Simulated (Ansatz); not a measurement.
## Run report: CH$_{9}$AsSi, geometry relaxation

- system: CH$_{9}$AsSi
- method: RKS PBE0-D4/def2-SVP (Ansatz 0.2.0)

The input holds or restrains some coordinates. Forces given for the steps count only the free coordinates. Figures and captions count atoms from 1; the log counts them from 0 in places.

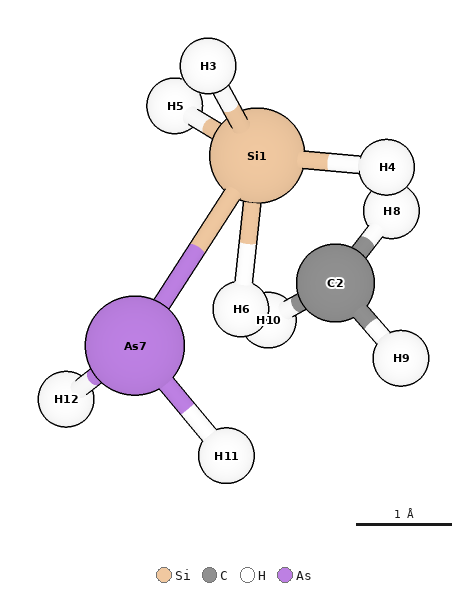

**Figure 1.** The input geometry (ball-and-stick view, seen at a tilt; atoms are numbered from 1 in the order of the input). Bond lengths as drawn: As–H 1.51 Å, As–Si 2.57 Å, C–H 1.09 Å and H–Si 1.48 to 1.67 Å.

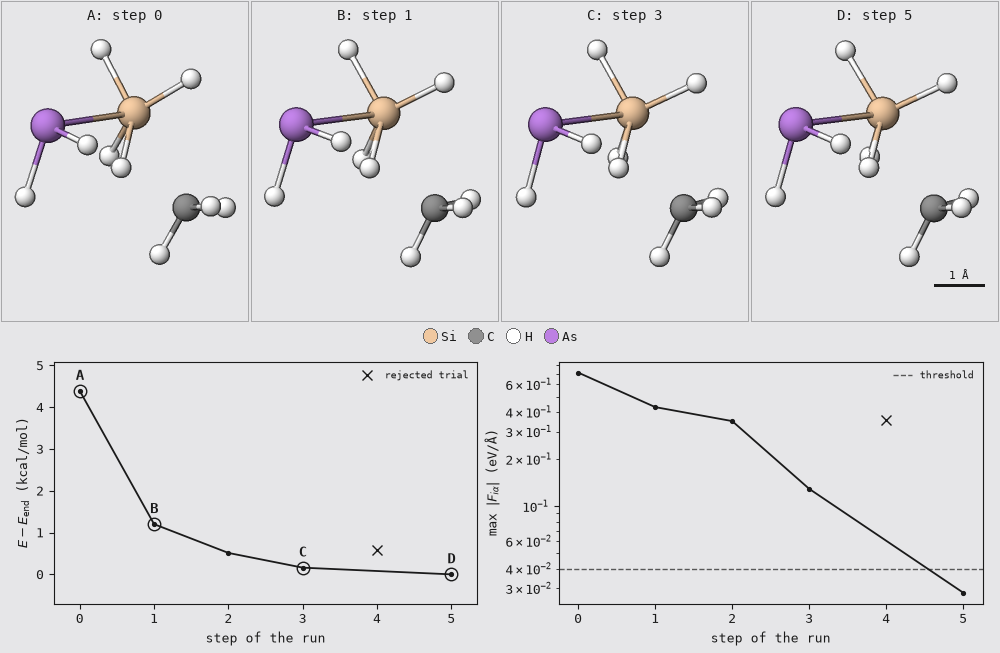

**Figure 2.** Frames of the restrained relaxation (ball-and-stick view, seen at a tilt) above the curves, on which the letters mark them (the first geometry is step 0 here and step 1 in the log).

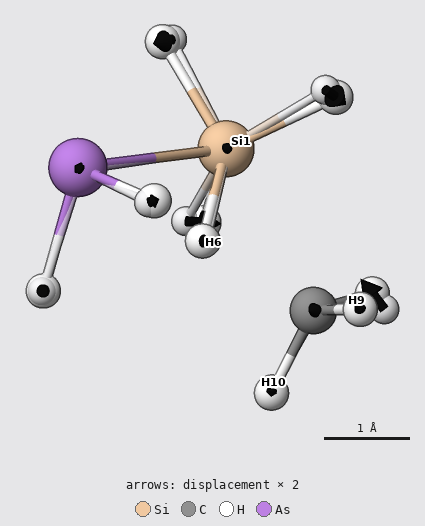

**Figure 3.** Start (faint) and end (solid) with the displacements as black arrows, magnified 2 times (ball-and-stick view, seen at a tilt). The two geometries are laid on each other by the best rigid fit. H8 moves most after the best rigid fit: 0.23 Å. Largest moves by element: H 0.23 Å, C 0.08 Å, As 0.05 Å, Si 0.04 Å. Among the contacts that change: Si1–H4 1.477 → 1.498 Å, As7–H11 1.508 → 1.527 Å, C2–H10 1.089 → 1.101 Å. Among the angles that change: H4–Si1–H5 148.0° → 128.7°, H4–Si1–As7 104.6° → 113.5°, H3–Si1–H6 137.1° → 131.5°. The energy falls by 4.39 kcal/mol in 5 geometry steps. Largest force component: 0.71 eV/Å at the start, 0.028 eV/Å at the end. The line search rejected the trial step at point 4 (counted from 0) and went back. (Atoms are counted from 1 in the order of the input.)

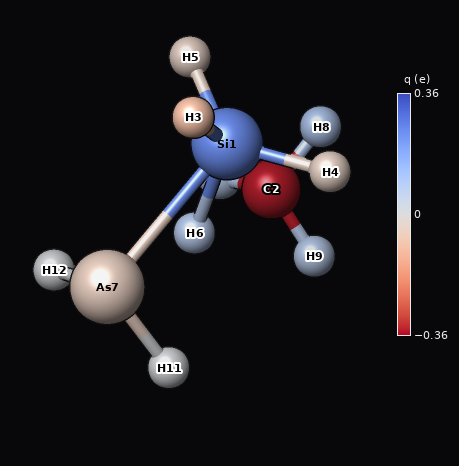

**Figure 4.** Mulliken charges, as the colour of each atom (ball-and-stick view, seen at a tilt; atoms are numbered from 1 in the order of the input). By element: Si +0.24, C −0.34, H −0.10 to +0.09 and As −0.05 e.

The input and output of the run follow.

**The input**
```yaml
crystal:
  periodic: [false, false, false]
  atoms:
    - {symbol: Si, position_ang: [-1.219500, -0.226800, -0.069100]}
    - {symbol: C, position_ang: [0.372300, 1.278400, 0.571900]}
    - {symbol: H, position_ang: [-2.326800, -1.190600, -0.479100]}
    - {symbol: H, position_ang: [-1.357100, -0.463300, 1.382300]}
    - {symbol: H, position_ang: [-1.403500, 0.692200, -1.211200]}
    - {symbol: H, position_ang: [0.452100, -0.202900, -0.087600]}
    - {symbol: As, position_ang: [0.624000, -1.860300, -0.819000]}
    - {symbol: H, position_ang: [-0.308000, 2.049400, 0.925300]}
    - {symbol: H, position_ang: [1.009600, 1.010800, 1.413800]}
    - {symbol: H, position_ang: [0.982700, 1.731100, -0.208500]}
    - {symbol: H, position_ang: [1.665900, -1.813000, 0.270200]}
    - {symbol: H, position_ang: [1.508500, -1.005000, -1.688900]}
basis:
  gaussian: {orbitals: def2-SVP}
hamiltonian: {xc: pbe0, dispersion: d4}
relax: {f_tol: 0.04, max_steps: 150, escape_saddle: false, constraints: [{distance: [0, 6]}, {distance: [1, 5]}, {distance: [0, 1]}, {distance: [5, 6]}]}
```

Launched with:
```bash
ansatz run in.yaml --threads 4 --pin off --events-out ev --progress --plain --max-ram 9574MiB
```

**Log**
```
Functional definition: PBE0
  name "PBE0"
  cite "Adamo & Barone, J. Chem. Phys. 110, 6158 (1999) doi:10.1063/1.478522"
  cite "Perdew, Burke & Ernzerhof, Phys. Rev. Lett. 77, 3865 (1996) doi:10.1103/PhysRevLett.77.3865"
  parent pbe
  parameter a = 0.25
  parameter kappa = 0.804
  parameter beta = 0.06672455060314922
  exchange = (1 - a)*pbe_x(kappa = kappa, mu = beta*pi^2/3) + a*exact_x
  correlation = pbe_c(beta = beta)
1171 factors; integrals over basis functions are off by at most 6.0e-4 eV
mean field evaluation 1: about -69870.5074 eV, gradient 4.5e1 eV
mean field evaluation 2: about -69862.6985 eV, gradient 6.4e1 eV
mean field evaluation 4: about -69875.7002 eV, gradient 3.5e0 eV
mean field evaluation 8: about -69875.7369 eV, gradient 2.1e-2 eV
mean field -69875.73688069 eV, -2567.8859668898 hartree, gradient 1.4e-5 eV, S^2 0.000000; 0 other end points of the search recorded, 0 dependent functions left out
the calculation of the forces begins
reference -69875.73690756 eV, -2567.8859678773 hartree; 31, 31 occupied and 78, 78 virtual orbitals, 1171 factors
relax step   1: F+E_penalty+E_count = -69875.95486197 eV  Δ(F+E_penalty+E_count) = +0.000e0 eV  max|allowed force component| = 7.135e-1 eV/Å  Δτ_max = 0.0000 Å  (25 SCF iters, accepted)
  distance Si 0 - As 6 held at 2.574716 Å   reaction = +4.1531e-1 eV/Å
  distance C 1 - H 5 held at 1.623440 Å   reaction = +1.2935e0 eV/Å
  distance Si 0 - C 1 held at 2.282616 Å   reaction = -5.1343e-1 eV/Å
  distance H 5 - As 6 held at 1.819745 Å   reaction = -8.7196e-1 eV/Å
these checks for a lower state are left out or cut short: starts, cluster_reference, orbital_swaps, neighbouring_geometries, increment
1171 factors; integrals over basis functions are off by at most 6.5e-4 eV
mean field evaluation 16: about -69875.7324 eV, gradient 6.6e0 eV
mean field -69875.87409557 eV, -2567.8910094436 hartree, gradient 8.3e-6 eV, S^2 0.000000; 0 other end points of the search recorded, 0 dependent functions left out
the calculation of the forces begins
reference -69875.87412221 eV, -2567.8910104226 hartree; 31, 31 occupied and 78, 78 virtual orbitals, 1171 factors
relax step   2: F+E_penalty+E_count = -69876.09312371 eV  Δ(F+E_penalty+E_count) = -1.383e-1 eV  max|allowed force component| = 4.296e-1 eV/Å  Δτ_max = 0.1950 Å  (28 SCF iters, accepted)
  distance Si 0 - As 6 held at 2.574716 Å   reaction = +7.0540e-1 eV/Å
  distance C 1 - H 5 held at 1.623440 Å   reaction = +9.9244e-1 eV/Å
  distance Si 0 - C 1 held at 2.282616 Å   reaction = -6.2193e-1 eV/Å
  distance H 5 - As 6 held at 1.819745 Å   reaction = -1.3806e0 eV/Å
these checks for a lower state are left out or cut short: starts, cluster_reference, orbital_swaps, neighbouring_geometries, increment
1171 factors; integrals over basis functions are off by at most 6.5e-4 eV
mean field -69875.90425126 eV, -2567.8921176447 hartree, gradient 3.7e-5 eV, S^2 0.000000; 0 other end points of the search recorded, 0 dependent functions left out
the calculation of the forces begins
reference -69875.90427796 eV, -2567.8921186260 hartree; 31, 31 occupied and 78, 78 virtual orbitals, 1171 factors
relax step   3: F+E_penalty+E_count = -69876.12298571 eV  Δ(F+E_penalty+E_count) = -2.986e-2 eV  max|allowed force component| = 3.498e-1 eV/Å  Δτ_max = 0.0590 Å  (24 SCF iters, accepted)
  distance Si 0 - As 6 held at 2.574716 Å   reaction = +4.3197e-1 eV/Å
  distance C 1 - H 5 held at 1.623440 Å   reaction = +1.2647e0 eV/Å
  distance Si 0 - C 1 held at 2.282616 Å   reaction = -7.3838e-1 eV/Å
  distance H 5 - As 6 held at 1.819745 Å   reaction = -1.2433e0 eV/Å
these checks for a lower state are left out or cut short: starts, cluster_reference, orbital_swaps, neighbouring_geometries, increment
1171 factors; integrals over basis functions are off by at most 6.5e-4 eV
mean field evaluation 32: about -69875.9195 eV, gradient 4.5e-5 eV
mean field -69875.91945887 eV, -2567.8926765142 hartree, gradient 4.5e-5 eV, S^2 0.000000; 0 other end points of the search recorded, 0 dependent functions left out
the calculation of the forces begins
reference -69875.91948553 eV, -2567.8926774940 hartree; 31, 31 occupied and 78, 78 virtual orbitals, 1171 factors
relax step   4: F+E_penalty+E_count = -69876.13825797 eV  Δ(F+E_penalty+E_count) = -1.527e-2 eV  max|allowed force component| = 1.293e-1 eV/Å  Δτ_max = 0.0679 Å  (24 SCF iters, accepted)
  distance Si 0 - As 6 held at 2.574716 Å   reaction = +1.6883e-1 eV/Å
  distance C 1 - H 5 held at 1.623440 Å   reaction = +1.6034e0 eV/Å
  distance Si 0 - C 1 held at 2.282616 Å   reaction = -8.3164e-1 eV/Å
  distance H 5 - As 6 held at 1.819745 Å   reaction = -9.8007e-1 eV/Å
these checks for a lower state are left out or cut short: starts, cluster_reference, orbital_swaps, neighbouring_geometries, increment
1171 factors; integrals over basis functions are off by at most 6.0e-4 eV
mean field -69875.90172719 eV, -2567.8920248870 hartree, gradient 1.8e-5 eV, S^2 0.000000; 0 other end points of the search recorded, 0 dependent functions left out
the calculation of the forces begins
reference -69875.90175383 eV, -2567.8920258660 hartree; 31, 31 occupied and 78, 78 virtual orbitals, 1171 factors
relax step   5: F+E_penalty+E_count = -69876.11999911 eV  Δ(F+E_penalty+E_count) = +1.826e-2 eV  max|allowed force component| = 3.562e-1 eV/Å  Δτ_max = 0.1127 Å  (28 SCF iters, rejected (line search))
  distance Si 0 - As 6 held at 2.574716 Å   reaction = +4.1688e-2 eV/Å
  distance C 1 - H 5 held at 1.623440 Å   reaction = +1.4953e0 eV/Å
  distance Si 0 - C 1 held at 2.282616 Å   reaction = -9.1600e-1 eV/Å
  distance H 5 - As 6 held at 1.819745 Å   reaction = -8.4143e-1 eV/Å
these checks for a lower state are left out or cut short: starts, cluster_reference, orbital_swaps, neighbouring_geometries, increment
1171 factors; integrals over basis functions are off by at most 6.3e-4 eV
mean field -69875.92680553 eV, -2567.8929464990 hartree, gradient 4.4e-5 eV, S^2 0.000000; 0 other end points of the search recorded, 0 dependent functions left out
the calculation of the forces begins
reference -69875.92683214 eV, -2567.8929474767 hartree; 31, 31 occupied and 78, 78 virtual orbitals, 1171 factors
relax step   6: F+E_penalty+E_count = -69876.14522548 eV  Δ(F+E_penalty+E_count) = -6.968e-3 eV  max|allowed force component| = 2.810e-2 eV/Å  Δτ_max = 0.0563 Å  (23 SCF iters, accepted)
  distance Si 0 - As 6 held at 2.574716 Å   reaction = +5.6923e-2 eV/Å
  distance C 1 - H 5 held at 1.623440 Å   reaction = +1.4861e0 eV/Å
  distance Si 0 - C 1 held at 2.282616 Å   reaction = -7.5630e-1 eV/Å
  distance H 5 - As 6 held at 1.819745 Å   reaction = -9.4651e-1 eV/Å
1171 factors; integrals over basis functions are off by at most 6.3e-4 eV
mean field -69875.92680553 eV, -2567.8929464990 hartree, gradient 4.4e-5 eV, S^2 0.000000; 1 other end points of the search recorded, 0 dependent functions left out
the calculation of the forces begins
reference -69875.92683214 eV, -2567.8929474767 hartree; 31, 31 occupied and 78, 78 virtual orbitals, 1171 factors
Total energy: -69876.14525209 eV, -2567.9009742618 hartree
Atom 0 at    -1.183331    -0.245535    -0.079608 Å, force    -0.483847    -0.531083    -0.220913 eV/Å
Atom 1 at     0.435424     1.234981     0.551294 Å, force     0.584964    -0.864162    -0.377741 eV/Å
Atom 2 at    -2.205055    -1.286772    -0.532215 Å, force     0.010859    -0.003741    -0.005084 eV/Å
Atom 3 at    -1.432889    -0.262376     1.396953 Å, force    -0.016192    -0.002886    -0.026136 eV/Å
Atom 4 at    -1.475418     0.843636    -1.065834 Å, force    -0.011364    -0.018407     0.017599 eV/Å
Atom 5 at     0.486310    -0.247684    -0.108003 Å, force    -0.149306     2.226647     0.990439 eV/Å
Atom 6 at     0.630290    -1.910000    -0.834258 Å, force     0.060992    -0.813151    -0.363727 eV/Å
Atom 7 at    -0.415018     1.861981     0.850586 Å, force     0.028100    -0.001855    -0.003791 eV/Å
Atom 8 at     1.056257     1.014147     1.433872 Å, force     0.005479     0.011370    -0.013394 eV/Å
Atom 9 at     1.020383     1.755123    -0.223018 Å, force     0.008996     0.001182     0.007707 eV/Å
Atom 10 at     1.624677    -1.786145     0.317753 Å, force    -0.021985     0.007422     0.006840 eV/Å
Atom 11 at     1.458569    -0.971357    -1.707421 Å, force    -0.016695    -0.011335    -0.011799 eV/Å
Dipole moment:     0.249582     0.142275     0.054892 e Å
```

**Trajectory as extended XYZ (Å, eV, eV/Å), 6 frames, from step=1 to step=6**
```
12
Properties=species:S:1:pos:R:3:forces:R:3 step=1 energy=-69875.95486
Si   -1.2195   -0.2268   -0.0691   -0.0571  -0.7124  -0.3027
C     0.3723    1.2784    0.5719    0.5693  -1.0749  -0.4881
H    -2.3268   -1.1906   -0.4791   -0.0222  -0.2434  -0.1083
H    -1.3571   -0.4633    1.3823    0.0219   0.2064   0.5320
H    -1.4035    0.6922   -1.2112    0.0177   0.5304  -0.1979
H     0.4521   -0.2029   -0.0876   -0.0424   1.7405   0.7652
As    0.6240   -1.8603   -0.8190   -0.3747  -0.7945  -0.3342
H    -0.3080    2.0494    0.9253   -0.7135   0.0728   0.0440
H     1.0096    1.0108    1.4138    0.2846  -0.1711   0.3564
H     0.9827    1.7311   -0.2085    0.2726   0.1536  -0.3732
H     1.6659   -1.8130    0.2702    0.0323   0.0242   0.3895
H     1.5085   -1.0050   -1.6889    0.0113   0.2685  -0.2826
12
Properties=species:S:1:pos:R:3:forces:R:3 step=2 energy=-69876.09312
Si   -1.2013   -0.2318   -0.0696   -0.0119  -1.0115  -0.4712
C     0.4155    1.2516    0.5596    0.1963  -0.4667  -0.2064
H    -2.2698   -1.2452   -0.5039   -0.0049   0.1317   0.0591
H    -1.3163   -0.3804    1.4174   -0.1378   0.1402  -0.0002
H    -1.3588    0.7729   -1.1713   -0.1471   0.0891   0.1134
H     0.4841   -0.2295   -0.1017   -0.1086   2.2155   0.9844
As    0.6136   -1.8889   -0.8373   -0.2227  -0.7584  -0.2899
H    -0.4330    1.9118    0.8667    0.4296  -0.3796  -0.1763
H     1.0366    1.0425    1.4453   -0.0311  -0.0336   0.0158
H     1.0099    1.7762   -0.2054   -0.0351  -0.0123  -0.0347
H     1.5857   -1.8078    0.3366    0.0245   0.0668  -0.0752
H     1.4340   -0.9714   -1.7363    0.0486   0.0189   0.0812
12
Properties=species:S:1:pos:R:3:forces:R:3 step=3 energy=-69876.12299
Si   -1.1891   -0.2434   -0.0769   -0.2874  -0.8190  -0.3582
C     0.4273    1.2396    0.5546    0.3771  -0.6095  -0.2913
H    -2.2824   -1.2322   -0.4988    0.0836   0.0090   0.0006
H    -1.3540   -0.3398    1.4139   -0.0367   0.0945  -0.0882
H    -1.4008    0.7991   -1.1393   -0.0279  -0.0011   0.1381
H     0.4995   -0.2408   -0.1079   -0.1798   2.3541   1.0508
As    0.6264   -1.9018   -0.8403   -0.1374  -0.7841  -0.3326
H    -0.4418    1.8660    0.8492    0.3498  -0.2180  -0.1038
H     1.0430    1.0379    1.4476   -0.0452  -0.0103  -0.0524
H     1.0123    1.7764   -0.2115   -0.0431  -0.0428   0.0332
H     1.6048   -1.7931    0.3274   -0.0334   0.0277  -0.0318
H     1.4549   -0.9679   -1.7179   -0.0197  -0.0004   0.0354
12
Properties=species:S:1:pos:R:3:forces:R:3 step=4 energy=-69876.13826
Si   -1.1836   -0.2529   -0.0805   -0.4285  -0.5867  -0.2700
C     0.4322    1.2315    0.5490    0.7372  -0.9052  -0.4042
H    -2.2510   -1.2604   -0.5132    0.0653  -0.0127  -0.0095
H    -1.3954   -0.2922    1.4083   -0.0068   0.0187  -0.1293
H    -1.4407    0.8298   -1.0937   -0.0106  -0.0929   0.1028
H     0.5022   -0.2500   -0.1112   -0.2566   2.3710   1.0529
As    0.6325   -1.9111   -0.8428   -0.0456  -0.7632  -0.3372
H    -0.4218    1.8532    0.8419   -0.0399   0.0179   0.0101
H     1.0458    1.0183    1.4394    0.0108   0.0184  -0.0417
H     1.0160    1.7611   -0.2213    0.0088  -0.0276   0.0364
H     1.6053   -1.7702    0.3248   -0.0115  -0.0230   0.0096
H     1.4587   -0.9571   -1.7007   -0.0226  -0.0147  -0.0200
12
Properties=species:S:1:pos:R:3:forces:R:3 step=5 energy=-69876.12000 accepted=F
Si   -1.1684   -0.2320   -0.0782   -0.7744  -0.8116  -0.2725
C     0.4596    1.2358    0.5584    0.4167  -0.8173  -0.4643
H    -2.1530   -1.2975   -0.5416   -0.0545  -0.1001  -0.0202
H    -1.4785   -0.2632    1.3710    0.0401   0.0952   0.2736
H    -1.5468    0.8107   -1.0611    0.1339   0.3562  -0.0884
H     0.4724   -0.2464   -0.1036    0.0973   2.0632   0.9085
As    0.6368   -1.9044   -0.8354   -0.0240  -0.8421  -0.3466
H    -0.3875    1.8652    0.8517   -0.0545   0.0893   0.0393
H     1.0805    1.0211    1.4409   -0.0084  -0.0658   0.0054
H     1.0469    1.7502   -0.2169    0.0071  -0.0081  -0.0227
H     1.6012   -1.7795    0.3392    0.1086   0.0423  -0.0538
H     1.4370   -0.9597   -1.7242    0.1121  -0.0013   0.0416
12
Properties=species:S:1:pos:R:3:forces:R:3 step=6 energy=-69876.14523
Si   -1.1833   -0.2455   -0.0796   -0.4838  -0.5311  -0.2209
C     0.4354    1.2350    0.5513    0.5850  -0.8642  -0.3777
H    -2.2051   -1.2868   -0.5322    0.0109  -0.0037  -0.0051
H    -1.4329   -0.2624    1.3970   -0.0162  -0.0029  -0.0261
H    -1.4754    0.8436   -1.0658   -0.0114  -0.0184   0.0176
H     0.4863   -0.2477   -0.1080   -0.1493   2.2266   0.9904
As    0.6303   -1.9100   -0.8343    0.0610  -0.8132  -0.3637
H    -0.4150    1.8620    0.8506    0.0281  -0.0019  -0.0038
H     1.0563    1.0141    1.4339    0.0055   0.0114  -0.0134
H     1.0204    1.7551   -0.2230    0.0090   0.0012   0.0077
H     1.6247   -1.7861    0.3178   -0.0220   0.0074   0.0068
H     1.4586   -0.9714   -1.7074   -0.0167  -0.0113  -0.0118
```

**Results in brief**

- outcome: converged under the restraints of the input
- total energy: −69876.1453 eV
- mean-field energy: −69875.9268 eV
- dispersion energy: −0.2184 eV
- SCF solution under orbital rotations: stable
- largest force (length of the vector) at the end, held atoms and coordinates included: 2.442 eV/Å
- dipole moment: 1.40 D
- hardware: 4 threads of Intel Xeon @ 2.50GHz, 180 GiB of memory available, shared host
- wall time: 24 s (CPU time 77 s)
- peak memory: 0.27 GiB
